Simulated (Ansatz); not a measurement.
# SiS (SMILES [Si-]#[S+]) at CCSDT/STO-3G

Aim: the electronic atomisation energy of SiS at CCSDT/STO-3G, from 3 runs. 

The calculation is run with Ansatz 0.2.0.

48 further runs of the same task are left out: 13 that didn't finish, 35 set aside as unsound or not needed.

## (1) The molecule

The species is SiS (2 atoms), meant as a singlet with charge 0. SMILES: `[Si-]#[S+]`. The bond length is the measured one.

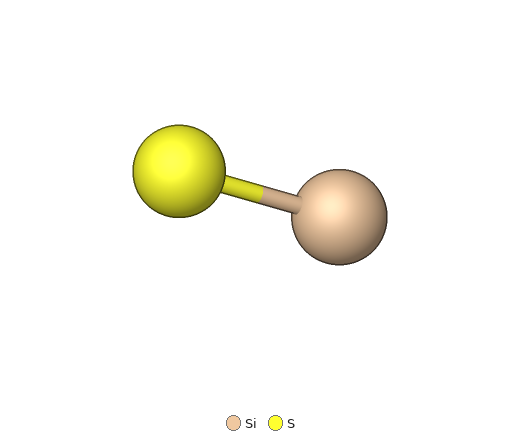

The structure, seen from a chosen angle (silicon light orange, sulfur yellow).

## (2) The energy at CCSDT/STO-3G

run.yaml reads:

```yaml
crystal:
  periodic: [false, false, false]
  atoms:
    - {symbol: Si, position_ang: [0.000000, 0.000000, 0.000000]}
    - {symbol: S, position_ang: [0.000000, 0.000000, 1.929321]}
basis:
  gaussian: {orbitals: STO-3G}
correlation: {method: ccsdt, frozen_orbitals: {S: 5, Si: 5}}
accuracy: high
scf: {omitted_lower_state_checks: [cluster_reference, increment]}
```

Command:

```sh
$ ansatz run run.yaml --threads 1 --pin off --max-ram 2610MiB --events-out events.jsonl --progress --plain --runs-dir runs
```

Output (excerpt; [...] marks lines left out):

```text
Warning: RAYON_NUM_THREADS=1 ignored (pool sized by the plan → 1); use --threads N
Functional definition: HF
  name "HF"
[...]
299 factors; integrals over basis functions are off by at most 1.2e-8 eV
[...]
mean field -18469.51828879 eV, -678.7422780238 hartree, gradient 2.8e-8 eV, S^2 0.000000; 0 other end points of the search recorded, 0 dependent functions left out
10 core orbitals not correlated: weight in the atoms' cores, before any rotation towards them, 1.000 or more for the frozen orbitals, at most 0.000 for the correlated occupied ones
reference -18469.51828879 eV, -678.7422780238 hartree; 5, 5 occupied and 3, 3 virtual orbitals, 299 factors
second order -2.59581625 eV of doubles, -0.00000000 eV of singles
cycle   1  -2.25969822 eV  change    3.4e-1 eV  update   2.0e-1
[...]
cycle  22  -2.92744404 eV  change   3.1e-10 eV  update  5.2e-10
Total energy: -18472.44573283 eV, -678.8498596079 hartree
Checks for a lower state left out: cluster_reference, increment
```

Wall time 0.45 s (1 thread of Arm Neoverse N1, shared host).

## (3) The S atom, same level

job.yaml reads:

```yaml
crystal:
  periodic: [false, false, false]
  atoms:
    - {symbol: S, position_ang: [0.000000, 0.000000, 0.000000]}
basis:
  gaussian:
    orbitals: STO-3G
magnetization:
  spin_polarized: true
  initial_magnetization: 2
correlation:
  method: ccsdt
  frozen_orbitals: {S: 5}
accuracy: high
scf:
  omitted_lower_state_checks: [cluster_reference, increment]
```

Command:

```sh
$ ansatz run job.yaml --threads 1 --pin off --max-ram 2610MiB --events-out events.jsonl --progress --plain --runs-dir runs
```

Output (excerpt; [...] marks lines left out):

```text
Warning: RAYON_NUM_THREADS=1 ignored (pool sized by the plan → 1); use --threads N
[... 2 set-up lines as earlier in the session ...]
[...]
42 factors; integrals over basis functions are off by at most 2.4e-9 eV
[...]
mean field -10697.61824501 eV, -393.1302193981 hartree, gradient 1.5e-9 eV, S^2 2.000000; 3 other end points of the search recorded, 0 dependent functions left out
5 core orbitals not correlated: weight in the atoms' cores, before any rotation towards them, 1.000 or more for the frozen orbitals, at most 0.000 for the correlated occupied ones
reference -10697.61824501 eV, -393.1302193981 hartree; 4, 2 occupied and 0, 2 virtual orbitals, 42 factors
second order 0.00000000 eV of doubles, 0.00000000 eV of singles
cycle   1  -0.00000000 eV  change     0.0e0 eV  update    0.0e0
cycle   2  -0.00000000 eV  change     0.0e0 eV  update    0.0e0
Total energy: -10697.61824501 eV, -393.1302193981 hartree
Checks for a lower state left out: cluster_reference, increment
```

Run time: 0.26 s. Hardware: 1 thread of Arm Neoverse N1, shared host.

## (4) The Si atom, same level

input.yaml reads:

```yaml
crystal:
  periodic: [false, false, false]
  atoms:
    - {symbol: Si, position_ang: [0.000000, 0.000000, 0.000000]}
basis:
  gaussian:
    orbitals: STO-3G
total_charge: 0
magnetization:
  spin_polarized: true
  initial_magnetization: 2
correlation:
  method: ccsdt
  frozen_orbitals: {Si: 5}
accuracy: high
scf:
  omitted_lower_state_checks: [cluster_reference, increment]
```

Run the same way, it converges to -285.47963 Eh (log not shown).

## (5) Results

Level: CCSDT/STO-3G, 10 core orbitals frozen.

| quantity | value |
| --- | --- |
| molecule: total energy | -678.84986 Eh |
| molecule: correlation energy (10 core orbitals frozen) | -107.6 mEh |
| molecule: T1 diagnostic | 0.033 |
| S atom: total energy | -393.13022 Eh |
| S atom: correlation energy (5 core orbitals frozen) | 0.0 mEh |
| S atom: ⟨S²⟩ of the reference determinant | 2.000 |
| S atom: T1 diagnostic | 0.000 |
| Si atom: total energy | -285.47963 Eh |
| Si atom: correlation energy (5 core orbitals frozen) | -13.4 mEh |
| Si atom: ⟨S²⟩ of the reference determinant | 2.000 |
| Si atom: T1 diagnostic | 0.000 |
| electronic atomisation energy | 6.531 eV |

Taking the molecule apart into free atoms costs 6.53 eV (151 kcal/mol), before zero-point energy and without spin-orbit coupling. In a minimal basis such a difference can be off by several eV, whatever the method. The T1 diagnostic (molecule) of 0.033 is above the customary mark for such species, so a single reference may not serve.
